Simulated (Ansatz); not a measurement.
# Amorphous Si (100 atoms) under strain: runs compared

How stiff is amorphous Si (100 atoms)?

Computed with Ansatz 0.2.0: Kohn-Sham DFT, PBE, PAW (set soft_1), plane waves.

## (1) The cell as built

The cell holds 100 atoms: 100 Si. Its edges and angles: a = 12.727 Å, b = 12.727 Å, c = 12.727 Å, α = 90.0°, β = 90.0°, γ = 90.0°. 100 atoms (100 Si) placed at random at 2.26 g/cm³, melted at 2500 K for 10 ps at fixed volume with the EDIP (Justo, Bazant, Kaxiras, Bulatov and Yip, Phys. Rev. B 58, 2539 (1998)). Quenched from 2500 K to 700 K at 500 K/ps and fixed volume, annealed at 700 K for 50 ps, held 5 ps.

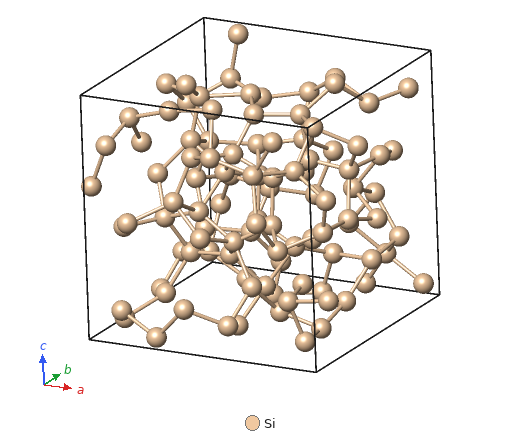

The cell as built. Some periodic images of atoms are drawn too.

Limits known from the start: The quench rate of 500 K/ps is many orders above laboratory rates, so the cell is likely richer in defects and strain than a real sample. The starting topology of bonds comes from the classical model, and needn't be the one that DFT or experiment would give. Only the Γ point is sampled.

## (2) The reference run

The reference is a single point at the end of the relaxation.

Every strained cell starts from the geometry of this run, and its atoms are relaxed with the cell held.

Its input, with most atom lines left out:

```yaml
crystal:
  lattice:
    - [12.80044, 0.12843, -0.01549]
    - [0.12843, 12.63019, -0.12872]
    - [-0.01549, -0.12872, 12.88061]
  atoms:
    - { symbol: Si, position: [0.64902, 0.36834, 0.61705] }
    - { symbol: Si, position: [0.69059, 0.10829, 0.74996] }
    - { symbol: Si, position: [0.15522, 0.64717, 0.29862] }
    - { symbol: Si, position: [0.17483, 0.34909, 0.39831] }
    - { symbol: Si, position: [0.76794, 0.656, 0.94494] }
    - { symbol: Si, position: [0.05812, 0.31743, 0.71112] }
    - { symbol: Si, position: [0.57736, 0.24101, 0.19873] }
    [... atom lines 8 to 100 left out ...]
kpoints:
  mp_grid: { grid: [1, 1, 1] }
hamiltonian:
  xc: pbe
  pseudopotentials: { kind: paw, azcp: { folder: soft_1 } }
scf:
  occupations: { method: gaussian, width: 0.05 }
output:
  forces: true
  stress: true
  populations: true
  dos:
    method: { smearing: { sigma: 0.15 } }
    de: 0.1
    projected: { site_lists: { Si: [Si] } }
  eigenvalues: true
  write_density: true
  write_potential: true
  volumetric_format: npy
  elf: true
```

```
free energy per atom   : -635.5524 eV/atom
r.m.s. force component : 0.00729 eV/Å
pressure               : 0.001635 GPa
```

Filled and empty levels are parted by 0.275 eV (at Γ alone); a semilocal functional tends to put such gaps too low. In a disordered cell it changes from sample to sample, and tail or defect levels can set it.

## (3) The runs

Each row is one run, on 4 threads of Intel Xeon Platinum 8375C at 2.90GHz (Ice Lake), shared host. The free energy is the program's total, comparable only between runs with the same functional, potentials and atoms.

```tsv
run	atoms	outcome	ionic steps, all passes	free energy (eV)	time	host memory (GiB)
Single point at the start	100	converged	-	-63542.006	9 s	2.1
Cell and atoms relaxed	100	converged	16	-63555.238	2.2 min	2.1
Single point at the relaxed geometry	100	converged	-	-63555.238	16 s	2.2
Volume -3 %	100	converged	3	-63554.855	35 s	2.2
Volume +3 %	100	converged	12	-63554.982	2.1 min	2.2
Volume -6 %	100	converged	5	-63553.651	53 s	2.1
Volume +6 %	100	converged	17	-63554.140	3.3 min	2.3
Volume -10 %	100	converged	10	-63550.682	98 s	2.0
Stretched by 1 % along x	100	converged	3	-63555.164	36 s	2.2
Compressed by 1 % along x	100	converged	3	-63555.169	36 s	2.2
Sheared by 2 % in xy	100	converged	5	-63555.152	57 s	2.2
```

In some runs the program notes that the SCF threshold is loose for the stress.

## (4) Pressure against volume

Atoms are relaxed at each volume, in the scaled cell.

```tsv
volume change (%)	volume (Å³/atom)	energy change (meV/atom)	pressure (GPa)	largest move on relaxing (Å)	bonds
-10	18.738	45.57	7.13	0.47	214
-6	19.571	15.87	4.22	0.18	212
-3	20.195	3.83	2.04	0.09	209
+0	20.820	0.00	0.00	-	208
+3	21.445	2.56	-1.63	0.40	205
+6	22.069	10.99	-3.02	0.87	203
```

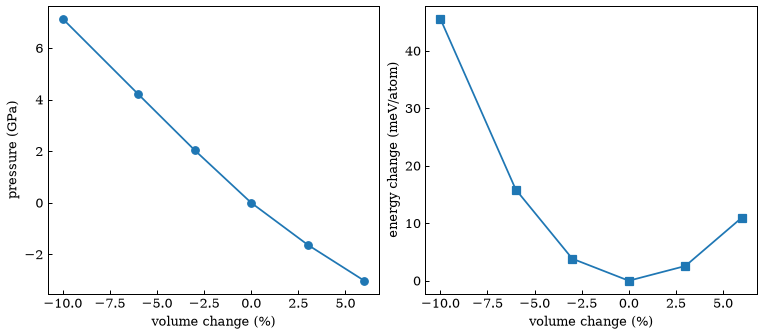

Pressure and energy against volume.

## (5) Uniaxial strain and shear

Stress (GPa, compression positive) less that of the relaxed cell, atoms relaxed:

```tsv
strain	xx	yy	zz	xy	energy change (meV/atom)
stretched by 1 % along x	-1.170	-0.390	-0.365	0.019	0.75
compressed by 1 % along x	1.138	0.422	0.371	-0.031	0.70
sheared by 2 % in xy	0.001	0.015	-0.006	-0.684	0.87
```

## (6) Outcome

The bulk modulus, from the slope of pressure against ln V over the three points nearest the relaxed volume, is 61.2 GPa; between neighbouring points the slope runs 67, 69, 67, 55 and 49 GPa from the smallest volume up, without a steady fall, so no pressure derivative is given. The count of bonds runs from 203 to 214 over the series, so at some points contacts cross the cutoffs. At +6 % some atom moved by over 0.5 Å on relaxing, so that point may sit in another local minimum. In the Cartesian axes of the cell, finite differences give C11 = 115, C12 = 40.6, C13 = 36.8 and C66 = 34.2 GPa (the shear of 2 % is the engineering strain, εxy = 0.01). The mean of C11, C12 and C13, which equals the bulk modulus in a cubic or isotropic solid, is 64.3 GPa: it agrees with the bulk modulus within 10 %. For an isotropic solid C66 would equal (C11 − C12)/2 = 37.4 GPa; so small a sample needn't be isotropic, and C66 rests on one shear. With the bulk modulus and C66 as K and G, Young's modulus would be about 87 GPa and Poisson's ratio 0.26.

Caveats: Strains are finite and relaxations stop at the force tolerance of the input, which can leave moduli too stiff; they are those of a static cell at zero temperature. Volumes are changed with the cell's shape held, so in an anisotropic solid the modulus lies over the one under free hydrostatic load. The program notes that the SCF threshold of the relaxations is loose for the stress.

The DFT runs together took 13 min of wall time.

[Logs are printed without paths, hosts, clocks, repeated set-up lines and the standing remarks that a program may print on its own settings, such as how far it seeks lower states.]

[Hosts, paths, dates, database ids (printed as entryN), source tags and the programs' standing remarks are cut or masked in the printed files.]
